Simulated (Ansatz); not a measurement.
The calculation's input:

```
crystal:
  periodic: [false, false, false]
  atoms:
    - { symbol: C, position_ang: [-1.697, 0.1288, -0.4629] }
    - { symbol: C, position_ang: [-0.4999, 0.1507, 0.3802] }
    - { symbol: C, position_ang: [0.6496, -0.7155, -0.1538] }
    - { symbol: C, position_ang: [1.8169, 0.2921, 0.3818] }
    - { symbol: S, position_ang: [0.5521, 1.6352, 0.1433] }
    - { symbol: H, position_ang: [-2.4482, 0.9533, -0.1259] }
    - { symbol: H, position_ang: [-1.4971, 0.3742, -1.5253] }
    - { symbol: H, position_ang: [-2.2186, -0.776, -0.4277] }
    - { symbol: H, position_ang: [-0.7269, -0.0169, 1.4786] }
    - { symbol: H, position_ang: [0.7084, -0.8432, -1.2078] }
    - { symbol: H, position_ang: [0.7314, -1.7167, 0.3241] }
    - { symbol: H, position_ang: [2.0486, 0.1296, 1.4472] }
    - { symbol: H, position_ang: [2.6012, 0.3696, -0.2372] }
magnetization:
  spin_polarized: true
basis:
  gaussian: { orbitals: "6-31G*" }
hamiltonian:
  xc: revpbe
  dispersion: d4
relax:
  f_tol: 0.02
  max_steps: 50
output:
  orbitals: {}
```

Command:

```sh
ansatz run input.yaml --threads 2 --pin off --max-ram 3072MiB --backend cpu --events-out ev --progress --plain --runs-dir out
```

The fields are those of the run's last geometry, not of the input's.

Level of theory: Ansatz, UKS revPBE-D4/6-31G*.

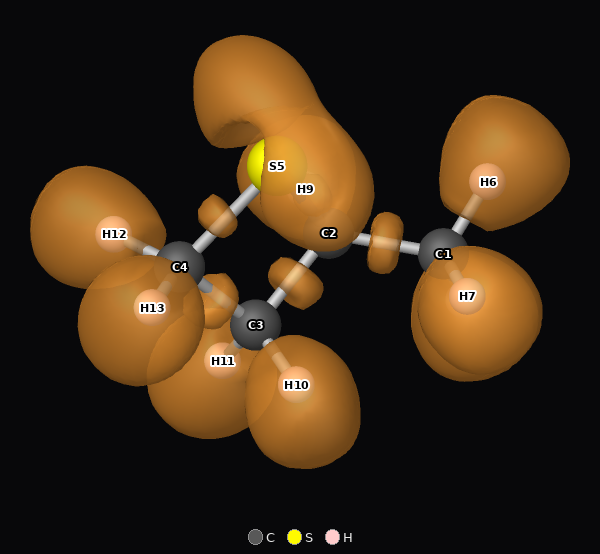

C₄H₈S. Isosurface of the ELF at 0.85 (orange), seen at a tilt. Only the valence region is drawn (cores and ρ < 0.01 e/Å³ removed).

### Where are the electrons localised?

At this value the surface marks out three regions between bonded C–C atoms (shared pairs), two regions between bonded C–S atoms (shared pairs), eight regions around hydrogen nuclei and one region wrapped around S (its lone pairs, merged into a ring or cap). Profiles from the grid: C–C (1.52 Å): the ELF peaks at about 0.95 between the atoms; a covalent bond. C–S (1.86 Å): the ELF peaks at about 0.90 between the atoms, as expected for a covalent bond.
